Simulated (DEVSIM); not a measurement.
Device: illuminated Si p-on-n cell, one wavelength, at 300 K.

```csv
layer (left to right),material,thickness (μm),Nd (cm⁻³),Na (cm⁻³),τn (s),τp (s),absorption coefficient (cm⁻¹)
1,Si,0.550,-,7.4e18,8.5e-5,1.4e-5,380
2,Si,140,7.8e17,-,0.00057,0.00057,380
```

Left contact: ohmic, minority electron recombination velocity 40 cm/s. Right contact: ohmic, minority hole recombination velocity 3e6 cm/s. Voltage is applied to the left contact. Recombination: SRH at mid-gap, radiative, Auger. Gap narrowing is on: ΔEg = 6.92 meV × (l + √(l² + 0.5)), l = ln(N/1.3e17 cm⁻³), shared equally by both band edges. Light enters at the left, 3.3e16 photons cm⁻² s⁻¹, one pass, no reflection. Mobility is μmin + (μ − μmin)/(1 + (N/Nref)^α).

The device is made up for the run: typed textbook-type constants, with dimensions and the other settings drawn at random. Values at 300 K.

| parameter | Si |
|---|---|
| gap (eV) | 1.124 |
| affinity (eV) | 4.05 |
| permittivity | 11.7 |
| Nc (cm⁻³) | 2.86e19 |
| Nv (cm⁻³) | 3.1e19 |
| μn (cm²/Vs) | 1417 |
| μp (cm²/Vs) | 470 |
| μn,min | 52 |
| μp,min | 45 |
| Nref,n | 9.7e16 |
| Nref,p | 2.2e17 |
| αn | 0.68 |
| αp | 0.72 |
| B (cm³/s) | 4.7e-15 |
| Cn (cm⁶/s) | 2.8e-31 |
| Cp (cm⁶/s) | 9.9e-32 |

Model (solved in DEVSIM): 1D drift-diffusion, Boltzmann statistics, complete ionisation; no tunnelling, impact ionisation, image-force lowering or self-heating.

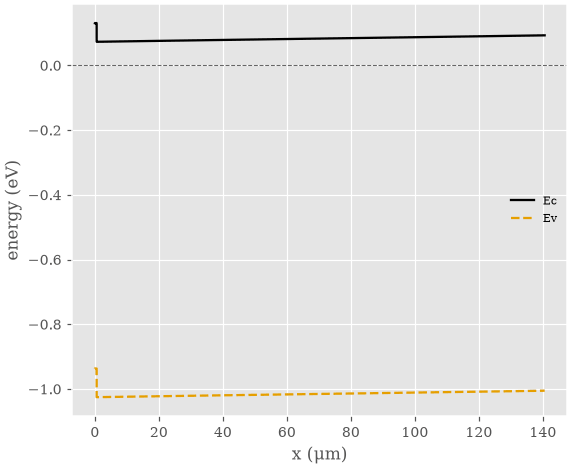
Fig. 1. Band edges at 0.9 V on the left contact, in the dark

Energies count from the Fermi level of the right contact; mesh points crowd at the junctions.

```tsv
x (μm)	Ec (eV)	Ev (eV)	n (cm⁻³)	p (cm⁻³)	field (V/cm)
0.000	0.131	-0.937	1.1e17	7.4e18	1800
0.03568	0.131	-0.937	1.1e17	7.5e18	≈ 0
0.1196	0.131	-0.937	1.1e17	7.5e18	≈ 0
0.2966	0.131	-0.937	1.1e17	7.5e18	≈ 0
0.4880	0.131	-0.937	1.1e17	7.5e18	≈ 0
0.5388	0.131	-0.937	1.1e17	7.5e18	-130
0.5652	0.074	-1.024	9.9e17	2.5e17	-2400
0.6648	0.073	-1.025	1.0e18	2.4e17	≈ 0
0.8667	0.073	-1.025	1.0e18	2.4e17	≈ 0
1.397	0.073	-1.025	1.0e18	2.4e17	≈ 0
2.752	0.073	-1.025	1.0e18	2.3e17	≈ 0
8.099	0.074	-1.024	9.9e17	2.1e17	≈ 0
19.88	0.076	-1.022	9.4e17	1.6e17	≈ 0
50.01	0.080	-1.018	8.7e17	8.7e16	≈ 0
110.8	0.089	-1.009	8.0e17	2.0e16	≈ 0
128.9	0.091	-1.007	7.9e17	7.9e15	≈ 0
136.0	0.092	-1.006	7.8e17	3.1e15	≈ 0
138.8	0.093	-1.005	7.8e17	1.2e15	≈ 0
140.1	0.093	-1.005	7.8e17	3.6e14	≈ 0
140.4	0.093	-1.005	7.8e17	1.4e14	≈ 0
140.5	0.093	-1.005	7.8e17	4.9e13	≈ 0
140.6	0.093	-1.005	7.8e17	1.0e13	≈ 0
```
